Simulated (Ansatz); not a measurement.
**BHClO (SMILES O[B]Cl): levels of theory compared**

Aim: a comparison of 6 runs (UHF/STO-3G, U-r2SCAN0/STO-3G, U-wB97X/STO-3G, UPBE0/STO-3G, USVWN5/STO-3G, UCCSDT/STO-3G) of BHClO. 

The calculation is run with Ansatz 0.2.0.

62 further runs of the same task are left out: 62 set aside as unsound or not needed.

### Step 1. The system as given

BHClO: 4 atoms, total charge 0, spin state doublet. As SMILES, `O[B]Cl`. The H4–O1 distance was set to 1.442 Å, away from the relaxed value. At this shape a bond of the SMILES string is far longer than usual.

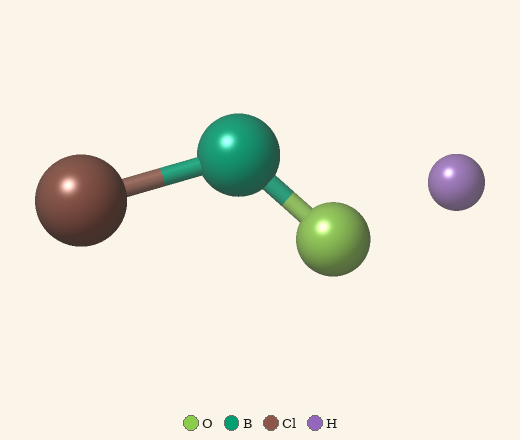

Viewed from a chosen angle; oxygen green, boron teal, chlorine brown, hydrogen purple.

### Step 2. The energy at UHF/STO-3G (run 1)

File run.yaml:

```yaml
crystal:
  periodic: [false, false, false]
  atoms:
    - {symbol: O, position_ang: [0.569901, -0.216471, -0.335687]}
    - {symbol: B, position_ang: [-0.405599, -0.341971, 0.566213]}
    - {symbol: Cl, position_ang: [-0.532899, -1.730771, 1.606513]}
    - {symbol: H, position_ang: [0.497000, 1.006200, -1.096500]}
basis:
  gaussian:
    orbitals: STO-3G
magnetization:
  spin_polarized: true
  initial_magnetization: 1
accuracy: high
hamiltonian:
  xc: hf
```

Launch:

```console
$ ansatz run run.yaml --threads 1 --pin off --max-ram 2610MiB --events-out events.jsonl --progress --plain --runs-dir runs
```

Standard output:

```text
Warning: RAYON_NUM_THREADS=1 ignored (pool sized by the plan → 1); use --threads N
Functional definition: HF
  name "HF"
  exchange = exact_x
  correlation = 0
348 factors; integrals over basis functions are off by at most 3.8e-8 eV
mean field evaluation 1: about -15052.6469 eV, gradient 1.6e1 eV
mean field evaluation 2: about -15052.7067 eV, gradient 1.6e1 eV
mean field evaluation 4: about -15055.2156 eV, gradient 2.4e0 eV
mean field evaluation 8: about -15055.3619 eV, gradient 4.1e-1 eV
mean field evaluation 16: about -15055.9153 eV, gradient 6.3e-4 eV
mean field evaluation 32: about -15046.9773 eV, gradient 3.6e1 eV
mean field -15055.91529681 eV, -553.2946818918 hartree, gradient 5.2e-8 eV, S^2 1.188300; 1 other end points of the search recorded, 0 dependent functions left out
reference -15055.91529681 eV, -553.2946818918 hartree; 16, 15 occupied and 4, 5 virtual orbitals, 348 factors
Total energy: -15055.91529681 eV, -553.2946818918 hartree
```

It took 0.18 s on 1 thread of Arm Neoverse V1, shared host.

### Step 3. A single-point energy at U-r2SCAN0/STO-3G (run 2)

File molecule.yaml:

```yaml
crystal:
  periodic: [false, false, false]
  atoms:
    - {symbol: O, position_ang: [0.569901, -0.216471, -0.335687]}
    - {symbol: B, position_ang: [-0.405599, -0.341971, 0.566213]}
    - {symbol: Cl, position_ang: [-0.532899, -1.730771, 1.606513]}
    - {symbol: H, position_ang: [0.497000, 1.006200, -1.096500]}
basis:
  gaussian:
    orbitals: STO-3G
accuracy: high
hamiltonian:
  xc: {name: r2SCAN0}
magnetization:
  spin_polarized: true
  initial_magnetization: 1
```

Launch:

```console
$ ansatz run molecule.yaml --threads 1 --pin off --max-ram 2610MiB --events-out events.jsonl --progress --plain --runs-dir runs
```

Standard output:

```text
Warning: RAYON_NUM_THREADS=1 ignored (pool sized by the plan → 1); use --threads N
Functional definition: r2SCAN0
  name "r2SCAN0"
  parameter a = 0.25
  parameter k0 = 0.174
  parameter k1 = 0.065
  parameter a1 = 4.9479
  exchange = (1 - a)*r2scan_x(k0 = k0, k1 = k1, a1 = a1) + a*exact_x
  correlation = r2scan_c
348 factors; integrals over basis functions are off by at most 3.8e-8 eV
mean field evaluation 1: about -15084.3629 eV, gradient 1.0e1 eV
mean field evaluation 2: about -15084.0667 eV, gradient 1.5e1 eV
mean field evaluation 4: about -15085.3976 eV, gradient 8.5e-1 eV
mean field evaluation 8: about -15085.4603 eV, gradient 1.0e-1 eV
mean field evaluation 16: about -15085.4417 eV, gradient 9.2e-5 eV
mean field -15085.44165810 eV, -554.3797556554 hartree, gradient 9.4e-8 eV, S^2 0.846373; 0 other end points of the search recorded, 0 dependent functions left out
reference -15085.44165862 eV, -554.3797556746 hartree; 16, 15 occupied and 4, 5 virtual orbitals, 348 factors
Total energy: -15085.44165862 eV, -554.3797556746 hartree
```

Wall time 4.5 s (1 thread of Arm Neoverse V1, shared host); peak memory 0.21 GiB.

### Step 4. The energy at U-wB97X/STO-3G (run 3)

File job.yaml:

```yaml
crystal:
  periodic: [false, false, false]
  atoms:
    - {symbol: O, position_ang: [0.569901, -0.216471, -0.335687]}
    - {symbol: B, position_ang: [-0.405599, -0.341971, 0.566213]}
    - {symbol: Cl, position_ang: [-0.532899, -1.730771, 1.606513]}
    - {symbol: H, position_ang: [0.497000, 1.006200, -1.096500]}
basis:
  gaussian:
    orbitals: STO-3G
magnetization:
  spin_polarized: true
  initial_magnetization: 1
hamiltonian:
  xc: {name: wB97X}
accuracy: high
```

Launch:

```console
$ ansatz run job.yaml --threads 1 --pin off --max-ram 2610MiB --events-out events.jsonl --progress --plain --runs-dir runs
```

Standard output, cut to the lines that bear on the results:

```text
Warning: RAYON_NUM_THREADS=1 ignored (pool sized by the plan → 1); use --threads N
Functional definition: wB97X
  name "wB97X"
[...]
      + exact_x_lr(omega)
[...]
      + integral(e_c_pw_opposite_spin*poly(b97_u_opposite, 1, cos1, cos2, cos3, cos4))
348 factors; integrals over basis functions are off by at most 3.8e-8 eV
141 factors; integrals over basis functions are off by at most 7.7e-10 eV
[...]
mean field -15086.19330268 eV, -554.4073780844 hartree, gradient 5.4e-8 eV, S^2 0.784973; 0 other end points of the search recorded, 0 dependent functions left out
reference -15086.19330147 eV, -554.4073780398 hartree; 16, 15 occupied and 4, 5 virtual orbitals, 348 factors
Total energy: -15086.19330147 eV, -554.4073780398 hartree
```

It took 10 s on 1 thread of Arm Neoverse V1, shared host; peak memory 0.36 GiB.

Runs 4 to 5 aren't shown in full; the table further down has their settings and results.

### Step 5. A single-point energy at UCCSDT/STO-3G (run 6)

Changes to molecule.yaml since step 3:

```diff
@@ -8,9 +8,6 @@
 basis:
-  gaussian:
-    orbitals: STO-3G
+  gaussian: {orbitals: STO-3G}
+magnetization: {spin_polarized: true, initial_magnetization: 1}
+correlation: {method: ccsdt, frozen_orbitals: {B: 1, Cl: 5, H: 0, O: 1}}
 accuracy: high
-hamiltonian:
-  xc: {name: r2SCAN0}
-magnetization:
-  spin_polarized: true
-  initial_magnetization: 1
+scf: {omitted_lower_state_checks: [cluster_reference, increment]}
```

Launch:

```console
$ ansatz run molecule.yaml --threads 1 --pin off --max-ram 2610MiB --events-out events.jsonl --progress --plain --runs-dir runs
```

Standard output:

```text
Warning: RAYON_NUM_THREADS=1 ignored (pool sized by the plan → 1); use --threads N
[... 13 lines left out ...]
7 core orbitals not correlated: weight in the atoms' cores, before any rotation towards them, 1.000 or more for the frozen orbitals, at most 0.000 for the correlated occupied ones
[... 43 lines left out ...]
Total energy: -15059.42225118 eV, -553.4235600879 hartree
Checks for a lower state left out: cluster_reference, increment
```

It took 1.4 s on 1 thread of Arm Neoverse V1, shared host.

### Step 6. The series

```
run             level  frozen core orbitals  energy (Eh)   ⟨S²⟩  wall time
  1        UHF/STO-3G                     –  -553.294682  1.188     0.18 s
  2  U-r2SCAN0/STO-3G                     –  -554.379756  0.846      4.5 s
  3    U-wB97X/STO-3G                     –  -554.407378  0.785       10 s
  4      UPBE0/STO-3G                     –  -554.186807  0.799      1.9 s
  5     USVWN5/STO-3G                     –  -552.073903  0.764      1.1 s
  6     UCCSDT/STO-3G                     7  -553.423560  1.188      1.4 s
```

### Step 7. Summary of results

| quantity | value |
| --- | --- |
| run 6: total energy | -553.42356 Eh |
| run 6: correlation energy (7 core orbitals frozen) | -128.9 mEh |
| run 6: ⟨S²⟩ of the reference determinant | 1.188 |
| run 6: T1 diagnostic | 0.055 |

**Reading.** Totals of different functionals can't be ranked against each other. In runs 1, 2, 3, 4, 5, 6 the basis is minimal, so the values are rough. Spin contamination of the reference: run 1 ⟨S²⟩ = 1.19, run 6 ⟨S²⟩ = 1.19. All runs together took 19 s, the longest 10 s.
